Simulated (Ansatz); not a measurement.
**C3H4F4O (2,2,3,3-tetrafluoro-1-propanol): wB97M-V/6-31G(d) (spherical functions)**

What is the electronic atomisation energy of C3H4F4O (2,2,3,3-tetrafluoro-1-propanol) at wB97M-V/6-31G* (spherical functions)? 

The results are computed with Ansatz 0.2.0.

57 further runs of the same task are left out: 1 that didn't finish, 56 set aside as unsound or not needed. Runs told in other sessions of the task aren't counted.

## Step 1: Starting point

C3H4F4O has 12 atoms, charge 0, and is taken as a singlet. SMILES: `OCC(F)(F)C(F)F`. Geometry: relaxed at PBE0-D4/def2-TZVP. This is one conformer, not always the lowest.

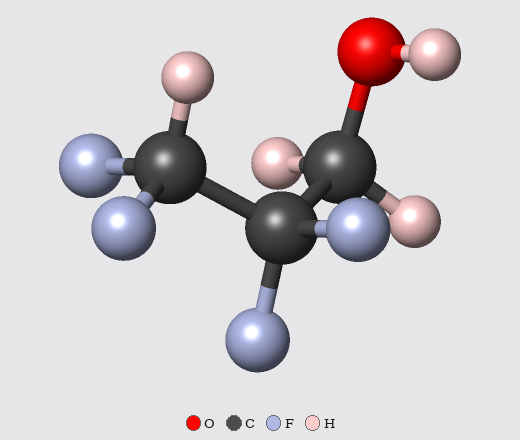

The structure, seen from a chosen angle (oxygen red, carbon dark grey, fluorine light blue, hydrogen pink).

## Step 2: A single-point energy at wB97M-V/6-31G(d) (spherical functions)

input.yaml reads:

```yaml
basis:
  gaussian:
    orbitals: 6-31G_st_-spherical.json
crystal:
  periodic: [false, false, false]
  atoms:
    - {symbol: O, position_ang: [0.219400, 1.742740, -0.684260]}
    - {symbol: C, position_ang: [0.950080, 0.567630, -0.464620]}
    - {symbol: C, position_ang: [0.229850, -0.361420, 0.491610]}
    - {symbol: F, position_ang: [0.994010, -1.447260, 0.725190]}
    - {symbol: F, position_ang: [0.046940, 0.280610, 1.679320]}
    - {symbol: C, position_ang: [-1.151250, -0.804240, 0.004940]}
    - {symbol: F, position_ang: [-1.008330, -1.466360, -1.163620]}
    - {symbol: F, position_ang: [-1.702680, -1.640700, 0.901800]}
    - {symbol: H, position_ang: [0.219230, 2.257150, 0.128140]}
    - {symbol: H, position_ang: [1.946670, 0.753620, -0.046450]}
    - {symbol: H, position_ang: [1.066080, 0.063840, -1.424720]}
    - {symbol: H, position_ang: [-1.810000, 0.054390, -0.147350]}
hamiltonian:
  xc: {name: wB97M-V}
accuracy: high
output:
  orbitals: {seedname: orbitals}
```

The basis set 6-31G* is read from a file made from the Basis Set Exchange's data (not shown).

Command:

```console
$ ansatz run input.yaml --threads 1 --pin off --max-ram 3480MiB --events-out events.jsonl --progress --plain --runs-dir runs
```

Standard output:

```text
Warning: RAYON_NUM_THREADS=1 ignored (pool sized by the plan → 1); use --threads N
Functional definition: wB97M-V
  name "wB97M-V"
  parameter omega = 0.3/bohr
  parameter cx = 0.15
  parameter cx01 = 1.007
  parameter cx10 = 0.259
  parameter css00 = 0.443
  parameter css04 = -1.437
  parameter css10 = -4.535
  parameter css20 = -3.390
  parameter css43 = 4.278
  parameter cos00 = 1.000
  parameter cos10 = 1.358
  parameter cos20 = 2.924
  parameter cos21 = -8.812
  parameter cos60 = -1.390
  parameter cos61 = 9.142
  parameter b = 6.0
  parameter c = 0.01
  gx(w, u) = 1 - cx + cx01*u + cx10*w
  gss(w, u) = css00 + css04*u^4 + css10*w + css20*w^2 + css43*w^4*u^3
  gos(w, u) = cos00 + cos10*w + (cos20 + cos21*u)*w^2 + (cos60 + cos61*u)*w^6
  exchange = spin_sum(e_x_unif_sr(omega)*gx(b97_w, b97_u_x)) + cx*exact_x_sr(omega) + exact_x_lr(omega)
  correlation = spin_sum(e_c_pw_mod_same_spin*gss(b97_w, b97_u_same))
      + integral(e_c_pw_mod_opposite_spin*gos(b97_w_opposite, b97_u_opposite)) + vv10(b, c)
2883 factors; integrals over basis functions are off by at most 5.0e-9 eV
423 factors; integrals over basis functions are off by at most 1.5e-9 eV
mean field evaluation 1: about -16080.6355 eV, gradient 5.2e1 eV
mean field evaluation 2: about -16080.8385 eV, gradient 5.4e1 eV
mean field evaluation 4: about -16085.2117 eV, gradient 1.3e0 eV
mean field evaluation 8: about -16085.4494 eV, gradient 1.3e-1 eV
mean field evaluation 16: about -16085.4494 eV, gradient 3.9e-5 eV
mean field -16085.44942579 eV, -591.1293632886 hartree, gradient 3.4e-8 eV, S^2 0.000000; 0 other end points of the search recorded, 0 dependent functions left out
reference -16085.44942842 eV, -591.1293633851 hartree; 33, 33 occupied and 87, 87 virtual orbitals, 2883 factors
Total energy: -16085.44942842 eV, -591.1293633851 hartree
```

Run time: 2.7 min. Hardware: 1 thread of Arm Neoverse V1, shared host; peak memory 0.95 GiB.

## Step 3: The C atom at the same level

in.yaml reads:

```yaml
crystal:
  periodic: [false, false, false]
  atoms:
    - {symbol: C, position_ang: [0.000000, 0.000000, 0.000000]}
basis:
  gaussian: {orbitals: 6-31G_st_-spherical.json}
magnetization: {spin_polarized: true, initial_magnetization: 2}
hamiltonian: {xc: {name: wB97M-V}}
accuracy: high
```

The basis set 6-31G* is read from a file made from the Basis Set Exchange's data (not shown).

Run the same way, it converges to -37.83053 Eh (log not shown).

## Step 4: The F atom

molecule.yaml reads:

```yaml
crystal:
  periodic: [false, false, false]
  atoms:
    - {symbol: F, position_ang: [0.000000, 0.000000, 0.000000]}
basis:
  gaussian: {orbitals: 6-31G_st_-spherical.json}
accuracy: high
magnetization: {spin_polarized: true, initial_magnetization: 1}
hamiltonian: {xc: {name: wB97M-V}}
```

The basis set 6-31G* is read from a file made from the Basis Set Exchange's data (not shown).

Run the same way, it converges to -99.69042 Eh (log not shown).

## Step 5: The H atom

input.yaml reads:

```yaml
crystal:
  periodic: [false, false, false]
  atoms:
    - {symbol: H, position_ang: [0.000000, 0.000000, 0.000000]}
basis:
  gaussian: {orbitals: "6-31G*"}
magnetization: {spin_polarized: true, initial_magnetization: 1}
hamiltonian: {xc: {name: wB97M-V}}
accuracy: high
```

Run the same way, it converges to -0.49108 Eh (log not shown).

## Step 6: The O atom, same level

molecule.yaml reads:

```yaml
crystal:
  periodic: [false, false, false]
  atoms:
    - {symbol: O, position_ang: [0.000000, 0.000000, 0.000000]}
basis:
  gaussian:
    orbitals: 6-31G_st_-spherical.json
magnetization:
  spin_polarized: true
  initial_magnetization: 2
hamiltonian:
  xc: {name: wB97M-V}
accuracy: high
```

The basis set 6-31G* is read from a file made from the Basis Set Exchange's data (not shown).

Run the same way, it converges to -75.04079 Eh (log not shown).

## Step 7: Summary of results

At wB97M-V/6-31G* (spherical functions):

| quantity | value |
| --- | --- |
| molecule: total energy | -591.12936 Eh |
| molecule: HOMO energy | -10.71 eV |
| molecule: LUMO energy | 3.95 eV |
| molecule: HOMO–LUMO gap | 14.66 eV |
| C atom: total energy | -37.83053 Eh |
| C atom: ⟨S²⟩ | 2.001 |
| F atom: total energy | -99.69042 Eh |
| F atom: ⟨S²⟩ | 0.751 |
| H atom: total energy | -0.49108 Eh |
| H atom: ⟨S²⟩ | 0.750 |
| O atom: total energy | -75.04079 Eh |
| O atom: ⟨S²⟩ | 2.003 |
| electronic atomisation energy | 50.912 eV |

**Reading.** Taking the molecule apart into free atoms costs 50.91 eV (1174 kcal/mol), before zero-point energy and without spin-orbit coupling.
